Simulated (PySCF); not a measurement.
**C3H4N2S: electronic excitations and core binding energies**

Aim: predict the electronic excitations and core binding energies of C3H4N2S (`Cc1cnns1`).

Programs: PySCF 2.14.0, with density-fitted response routines of our own. Each step states its level of theory. These are calculated values for one molecule in the gas phase, unless marked as measured. Atoms are numbered from 0 throughout.

### Step 1. The molecule as given

10 atoms, charge 0, multiplicity 1; geometry from: GFN2-xTB.

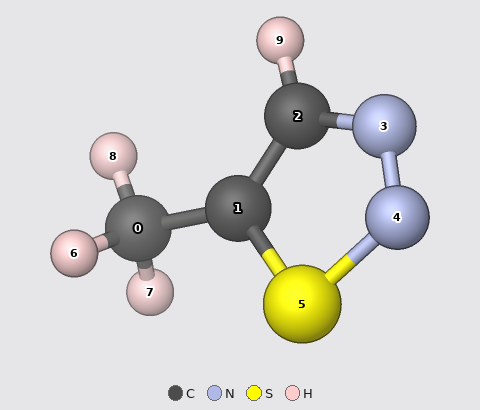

The starting geometry (carbon dark grey, nitrogen light blue, sulfur yellow, hydrogen pink), atoms numbered; sticks join atoms by distance.

### Step 2. Excited states and response: B3LYP/def2-SVPD

Job settings and geometry (Å):

```
{"job": {"kind": "uv", "xc": "B3LYP", "basis": "def2-SVPD", "nstates": 8, "ntriplets": 3}, "charge": 0, "multiplicity": 1}
C     -1.478993    -0.096515     0.031870
C     -0.000250    -0.170989     0.075241
C      0.932976     0.751873    -0.336119
N      2.197909     0.353114    -0.147251
N      2.325633    -0.781498     0.367316
S      0.871130    -1.521501     0.692064
H     -1.895677    -0.181884     1.035071
H     -1.885036    -0.911099    -0.567155
H     -1.791931     0.850841    -0.401161
H      0.733121     1.712312    -0.772403
```

With the program's defaults for keys left out, this is: TDDFT B3LYP/def2-SVPD, vertical, gas phase, core orbitals frozen in the response.

Started as:

```console
$ OMP_NUM_THREADS=1 python probes_run.py task.json out
```

The driver reads the jobs from task.json and runs them one after another.

Log:

```text
coarse grid: 9488 points
cycle   1  E = -624.0159247047  dE =  1.052e+00  |g| = 3.271e-01  |ddm| = 5.596e+00
cycle   2  E = -623.9854626977  dE =  3.046e-02  |g| = 4.639e-01  |ddm| = 1.657e+00
cycle   3  E = -624.0384880082  dE = -5.303e-02  |g| = 1.553e-01  |ddm| = 1.192e+00
cycle   4  E = -624.0443558429  dE = -5.868e-03  |g| = 3.860e-02  |ddm| = 3.544e-01
cycle   5  E = -624.0446944519  dE = -3.386e-04  |g| = 1.079e-02  |ddm| = 8.851e-02
cycle   6  E = -624.0447150806  dE = -2.063e-05  |g| = 7.085e-03  |ddm| = 3.033e-02
cycle   7  E = -624.0447268582  dE = -1.178e-05  |g| = 2.119e-03  |ddm| = 1.298e-02
cycle   8  E = -624.0447278953  dE = -1.037e-06  |g| = 3.242e-04  |ddm| = 3.311e-03
final grid: 88848 points
cycle   9  E = -624.1158171790  dE = -2.335e-05  |g| = 3.916e-03  |ddm| = 7.757e-02
cycle  10  E = -624.1158120084  dE =  5.171e-06  |g| = 5.853e-03  |ddm| = 1.731e-02
cycle  11  E = -624.1158206673  dE = -8.659e-06  |g| = 1.428e-03  |ddm| = 1.251e-02
cycle  12  E = -624.1158211948  dE = -5.275e-07  |g| = 2.356e-04  |ddm| = 2.831e-03
cycle  13  E = -624.1158212053  dE = -1.047e-08  |g| = 1.038e-04  |ddm| = 4.824e-04
cycle  14  E = -624.1158212076  dE = -2.313e-09  |g| = 2.977e-05  |ddm| = 1.686e-04
cycle  15  E = -624.1158212078  dE = -1.735e-10  |g| = 1.554e-05  |ddm| = 7.587e-05
converged SCF energy = -624.1158212078

Static polarisability (au): isotropic 65.247, principal 44.356 73.308 78.078

Singlet excitations
state   eV       nm        f      main configurations
  1   3.9590    313.2   0.00158   H->L 0.99
  2   5.2702    235.3   0.00072   H->L+1 0.62, H-1->L 0.21, H-2->L 0.14
  3   5.6670    218.8   0.11421   H-1->L 0.71, H->L+1 0.15
  4   6.0218    205.9   0.00013   H-1->L+1 0.97
  5   6.1702    200.9   0.00271   H->L+3 0.98
  6   6.2339    198.9   0.07107   H-2->L 0.64, H->L+1 0.19
  7   6.4428    192.4   0.00000   H-2->L+1 0.83, H-3->L 0.14
  8   6.4742    191.5   0.00410   H->L+2 0.91

Triplet excitations (Tamm-Dancoff, eV): 3.2669 3.8510 4.6069
```

Wall time 21 s (1 thread of Arm Neoverse V1, shared host); peak memory 0.67 GiB.

The orbitals next to the gap, with their largest atomic shares:

```csv
orbital,eV,atoms
HOMO−3,-9.64,"N4 36 %, N3 29 %, S5 15 %"
HOMO−2,-8.33,"S5 49 %, N3 19 %, C1 13 %"
HOMO−1,-7.73,"C2 28 %, C1 24 %, N4 23 %"
HOMO,-7.02,"N3 40 %, N4 33 %, S5 14 %"
LUMO,-1.72,"S5 25 %, N4 24 %, C1 21 %"
LUMO+1,-0.54,"S5 60 %, N4 11 %, C1 9 %"
LUMO+2,0.21,"S5 28 %, C0 20 %, C2 12 %"
```

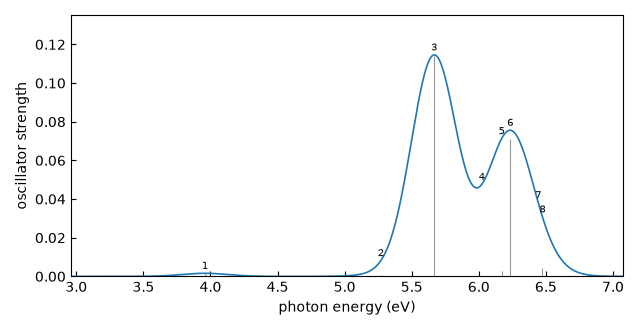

Absorption spectrum from the 8 singlet states computed; above the last one it falls off for lack of states. Lines are broadened to a width of 0.40 eV (Gaussian).

Ground-state properties from the same run:

```csv
property,computed
dipole moment (D),4.24
polarisability (Å³),9.67
HOMO–LUMO gap (eV),5.30
−ε(HOMO) (eV),7.02
```

### Step 3. Core holes by ΔSCF: SCAN, X2C

The job, as its differences from that of step 2:

```diff
@@ -1,2 +1,2 @@
-{"job": {"kind": "uv", "xc": "B3LYP", "basis": "def2-SVPD", "nstates": 8, "ntriplets": 3}, "charge": 0, "multiplicity": 1}
+{"job": {"kind": "xps"}, "charge": 0, "multiplicity": 1}
 C     -1.478993    -0.096515     0.031870
```

Method: delta-SCF UKS SCAN, pcX-2 on the ionised atom, pcseg-1 elsewhere, spin-free X2C.

Log:

```text
ground state, core basis on atom 0 (C), 139 functions
  cycle   1  E = -625.28045314  |g| = 3.85e-01
  cycle   2  E = -625.20489150  |g| = 6.35e-01
  cycle   3  E = -625.30254242  |g| = 2.40e-01
  cycle   4  E = -625.31768607  |g| = 5.34e-02
  cycle   5  E = -625.31822196  |g| = 2.28e-02
  cycle   6  E = -625.31834196  |g| = 1.00e-02
  cycle   7  E = -625.31836069  |g| = 5.66e-03
  cycle   8  E = -625.31836975  |g| = 8.84e-04
  cycle   9  E = -625.31837033  |g| = 2.79e-04
  E(ground) = -625.34356204 Eh
hole in C 1s of atom 0
  cycle   1  E = -614.04303036  |g| = 1.50e+00
  cycle   2  E = -612.56524193  |g| = 2.20e+00
  cycle   3  E = -614.12057714  |g| = 9.22e-01
  cycle   4  E = -614.36918489  |g| = 6.60e-01
  cycle   5  E = -614.58769824  |g| = 1.44e-01
  cycle   6  E = -614.59428503  |g| = 9.02e-02
  cycle   7  E = -614.59823464  |g| = 3.01e-02
  cycle   8  E = -614.59865557  |g| = 1.41e-02
  cycle   9  E = -614.59874079  |g| = 7.04e-03
  cycle  10  E = -614.59877078  |g| = 1.91e-03
  cycle  11  E = -614.59877580  |g| = 1.52e-03
  cycle  12  E = -614.59877672  |g| = 7.79e-04
  cycle  13  E = -614.59877768  |g| = 3.92e-04
  E(ion) = -614.62335436 Eh   <S^2> = 0.7681   hole on atom = 1.000   binding energy = 291.712 eV
ground state, core basis on atom 1 (C), 139 functions
  cycle   1  E = -625.32147801  |g| = 6.01e-02
  cycle   2  E = -625.32140691  |g| = 2.85e-02
  cycle   3  E = -625.32136690  |g| = 3.05e-02
  cycle   4  E = -625.32155066  |g| = 1.40e-02
  cycle   5  E = -625.32160478  |g| = 2.44e-03
  cycle   6  E = -625.32160429  |g| = 3.69e-04
  E(ground) = -625.34757729 Eh
hole in C 1s of atom 1
  cycle   1  E = -614.00956688  |g| = 1.53e+00
  cycle   2  E = -612.07303074  |g| = 2.53e+00
  cycle   3  E = -614.19245353  |g| = 8.91e-01
  cycle   4  E = -614.35624023  |g| = 6.60e-01
  cycle   5  E = -614.56692415  |g| = 2.34e-01
  cycle   6  E = -614.58536312  |g| = 1.58e-01
  cycle   7  E = -614.59963385  |g| = 4.71e-02
  cycle   8  E = -614.60053925  |g| = 1.86e-02
  cycle   9  E = -614.60073419  |g| = 6.13e-03
  cycle  10  E = -614.60080517  |g| = 4.37e-03
  cycle  11  E = -614.60085076  |g| = 2.14e-03
  cycle  12  E = -614.60086290  |g| = 1.19e-03
  cycle  13  E = -614.60086516  |g| = 4.90e-04
  E(ion) = -614.62670156 Eh   <S^2> = 0.8088   hole on atom = 1.000   binding energy = 291.730 eV
ground state, core basis on atom 2 (C), 139 functions
  cycle   1  E = -625.32306997  |g| = 5.97e-02
  cycle   2  E = -625.32275222  |g| = 4.11e-02
  cycle   3  E = -625.32248528  |g| = 5.16e-02
  cycle   4  E = -625.32313525  |g| = 1.49e-02
  cycle   5  E = -625.32319060  |g| = 1.63e-03
  cycle   6  E = -625.32319226  |g| = 5.31e-04
  cycle   7  E = -625.32319070  |g| = 2.27e-04
  E(ground) = -625.34916014 Eh
hole in C 1s of atom 2
  cycle   1  E = -614.03667100  |g| = 1.52e+00
  cycle   2  E = -612.53607115  |g| = 2.30e+00
  cycle   3  E = -614.25767187  |g| = 8.29e-01
  cycle   4  E = -614.43976407  |g| = 5.95e-01
  cycle   5  E = -614.60895707  |g| = 1.21e-01
  cycle   6  E = -614.61419469  |g| = 4.44e-02
  cycle   7  E = -614.61501743  |g| = 2.75e-02
  cycle   8  E = -614.61541683  |g| = 7.37e-03
  cycle   9  E = -614.61545396  |g| = 4.70e-03
  cycle  10  E = -614.61546982  |g| = 3.12e-03
  cycle  11  E = -614.61548299  |g| = 1.01e-03
  cycle  12  E = -614.61548522  |g| = 5.53e-04
  cycle  13  E = -614.61548602  |g| = 2.31e-04
  E(ion) = -614.64066037 Eh   <S^2> = 0.7802   hole on atom = 1.000   binding energy = 291.393 eV
ground state, core basis on atom 3 (N), 139 functions
  cycle   1  E = -625.33429410  |g| = 7.58e-02
  cycle   2  E = -625.33398104  |g| = 4.22e-02
  cycle   3  E = -625.33339511  |g| = 6.22e-02
  cycle   4  E = -625.33436915  |g| = 1.66e-02
  cycle   5  E = -625.33443716  |g| = 1.72e-03
  cycle   6  E = -625.33443865  |g| = 3.02e-04
  E(ground) = -625.35907020 Eh
hole in N 1s of atom 3
  cycle   1  E = -609.70441561  |g| = 1.86e+00
  cycle   2  E = -607.96419192  |g| = 2.58e+00
  cycle   3  E = -609.80908655  |g| = 1.02e+00
  cycle   4  E = -610.09618698  |g| = 7.69e-01
  cycle   5  E = -610.36676647  |g| = 3.21e-01
  cycle   6  E = -610.40077455  |g| = 1.83e-01
  cycle   7  E = -610.41907073  |g| = 3.43e-02
  cycle   8  E = -610.41952526  |g| = 1.43e-02
  cycle   9  E = -610.41962683  |g| = 6.00e-03
  cycle  10  E = -610.41965286  |g| = 2.38e-03
  cycle  11  E = -610.41966108  |g| = 1.29e-03
  cycle  12  E = -610.41966608  |g| = 8.12e-04
  cycle  13  E = -610.41966872  |g| = 4.65e-04
  E(ion) = -610.44357715 Eh   <S^2> = 0.7776   hole on atom = 1.000   binding energy = 405.871 eV
ground state, core basis on atom 4 (N), 139 functions
  cycle   1  E = -625.33582578  |g| = 7.40e-02
  cycle   2  E = -625.33582607  |g| = 1.70e-02
  cycle   3  E = -625.33561505  |g| = 3.31e-02
  cycle   4  E = -625.33588516  |g| = 8.56e-03
  cycle   5  E = -625.33589991  |g| = 1.91e-03
  cycle   6  E = -625.33589976  |g| = 5.36e-04
  cycle   7  E = -625.33590022  |g| = 2.85e-04
  E(ground) = -625.36093292 Eh
hole in N 1s of atom 4
  cycle   1  E = -609.69197438  |g| = 1.86e+00
  cycle   2  E = -607.85891136  |g| = 2.64e+00
  cycle   3  E = -610.00597673  |g| = 8.98e-01
  cycle   4  E = -610.12340198  |g| = 7.32e-01
  cycle   5  E = -610.40337824  |g| = 2.03e-01
  cycle   6  E = -610.41320806  |g| = 1.17e-01
  cycle   7  E = -610.41918422  |g| = 5.54e-02
  cycle   8  E = -610.42107429  |g| = 7.15e-03
  cycle   9  E = -610.42112317  |g| = 4.01e-03
  cycle  10  E = -610.42114764  |g| = 2.63e-03
  cycle  11  E = -610.42115728  |g| = 1.82e-03
  cycle  12  E = -610.42116152  |g| = 6.93e-04
  cycle  13  E = -610.42116215  |g| = 4.25e-04
  E(ion) = -610.44639320 Eh   <S^2> = 0.7922   hole on atom = 1.000   binding energy = 405.845 eV
ground state, core basis on atom 5 (S), 150 functions
  cycle   1  E = -625.47303418  |g| = 4.05e-01
  cycle   2  E = -625.47276897  |g| = 4.84e-02
  cycle   3  E = -625.47073204  |g| = 9.64e-02
  cycle   4  E = -625.47327990  |g| = 1.93e-02
  cycle   5  E = -625.47333509  |g| = 1.12e-02
  cycle   6  E = -625.47336323  |g| = 1.17e-03
  cycle   7  E = -625.47336281  |g| = 6.79e-04
  cycle   8  E = -625.47336330  |g| = 1.45e-04
  E(ground) = -625.48467421 Eh
hole in S 1s of atom 5
  cycle   1  E = -533.17813890  |g| = 5.08e+00
  cycle   2  E = -531.81399514  |g| = 2.88e+00
  cycle   3  E = -529.56302032  |g| = 2.82e+00
  cycle   4  E = -534.26167171  |g| = 5.02e-01
  cycle   5  E = -533.88626146  |g| = 9.70e-01
  cycle   6  E = -534.38151814  |g| = 1.76e-01
  cycle   7  E = -534.39402337  |g| = 6.71e-02
  cycle   8  E = -534.39603180  |g| = 2.67e-02
  cycle   9  E = -534.39637019  |g| = 6.85e-03
  cycle  10  E = -534.39638925  |g| = 2.45e-03
  cycle  11  E = -534.39639263  |g| = 9.59e-04
  cycle  12  E = -534.39639386  |g| = 3.67e-04
  E(ion) = -534.39938544 Eh   <S^2> = 0.7522   hole on atom = 1.000   binding energy = 2478.557 eV
hole in S 2p of atom 5
  cycle   1  E = -618.73245318  |g| = 1.53e+00
  cycle   2  E = -617.14223355  |g| = 2.16e+00
  cycle   3  E = -618.34060395  |g| = 1.25e+00
  cycle   4  E = -619.16197400  |g| = 1.97e-01
  cycle   5  E = -619.16132269  |g| = 1.83e-01
  cycle   6  E = -619.17605993  |g| = 6.08e-02
  cycle   7  E = -619.17692251  |g| = 4.16e-02
  cycle   8  E = -619.17776667  |g| = 1.51e-02
  cycle   9  E = -619.17788094  |g| = 2.80e-03
  cycle  10  E = -619.17788698  |g| = 1.39e-03
  cycle  11  E = -619.17788834  |g| = 7.38e-04
  cycle  12  E = -619.17788954  |g| = 5.07e-04
  cycle  13  E = -619.17789136  |g| = 2.97e-04
  E(ion) = -619.19482223 Eh   <S^2> = 0.7590   hole on atom = 1.001   binding energy = 171.156 eV
  2p3/2 = 170.605 eV   2p1/2 = 171.842 eV
```

It took 50 s on 1 thread of Arm Neoverse V1, shared host; peak memory 0.44 GiB.

The holes in one table. −ε is the ground-state orbital energy:

```
     hole  stands for                                          environment  ΔSCF (eV; 2p as the shell's mean)  −ε (eV)   ⟨S²⟩
C1s on C0          C0                    methyl carbon on an aromatic ring                             291.71    274.5  0.768
C1s on C1          C1  substituted aromatic carbon next to the ring sulfur                             291.73    275.5  0.809
C1s on C2          C2                  aromatic CH next to a ring nitrogen                             291.39    274.8  0.780
N1s on N3          N3                   pyridine-type nitrogen of an azole                             405.87    387.1  0.778
N1s on N4          N4                   pyridine-type nitrogen of an azole                             405.85    387.5  0.792
S1s on S5          S5                                 aromatic ring sulfur                            2478.56   2416.5  0.752
S2p on S5          S5                                 aromatic ring sulfur                             171.02    159.6  0.759
```

With the spin-orbit splitting: S5 2p3/2 170.60, 2p1/2 171.84 eV. The table gives each 2p level as the mean over the whole 2p shell (two parts 2p3/2, one part 2p1/2), which differs a little from the single hole in the log.

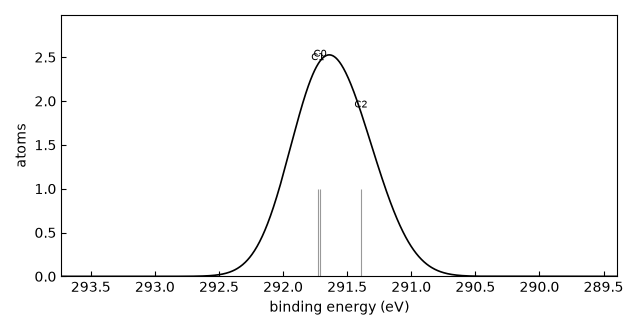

The C1s photoelectron lines, weighted by the number of atoms. Lines are broadened to a width of 0.60 eV (Gaussian).

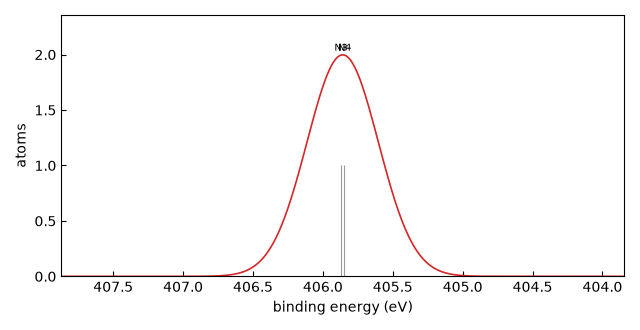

The N1s photoelectron lines, weighted by the number of atoms. Lines are broadened to a width of 0.60 eV (Gaussian).

### Step 4. What came out

| quantity | value |
| --- | --- |
| lowest singlet (B3LYP/def2-SVPD) | 3.96 eV (313 nm), f = 0.002 |
| brightest single state of those computed | state 3, 5.67 eV, f = 0.114 |
| lowest triplet | 3.27 eV |
| C1s binding energies, SCAN/pcX-2 | C1 291.73, C0 291.71, C2 291.39 eV |
| N1s binding energies, SCAN/pcX-2 | N3 405.87, N4 405.85 eV |
| S1s binding energies, SCAN/pcX-2 | S5 2478.56 eV |
| S2p binding energies, SCAN/pcX-2 | S5 171.02 eV |

In words: The first singlet state (HOMO→LUMO 0.99) lies at 3.96 eV and is weak; of the 8 states computed, the strongest absorption comes from state 3 at 5.67 eV. The lowest triplet lies 0.69 eV below the lowest singlet (triplets in Tamm-Dancoff, singlets in full TDDFT). C1 (substituted aromatic carbon next to the ring sulfur) binds its C1s electron 0.34 eV more tightly than C2 (aromatic CH next to a ring nitrogen). The N1s levels computed lie within 0.03 eV of one another, too close to rank.
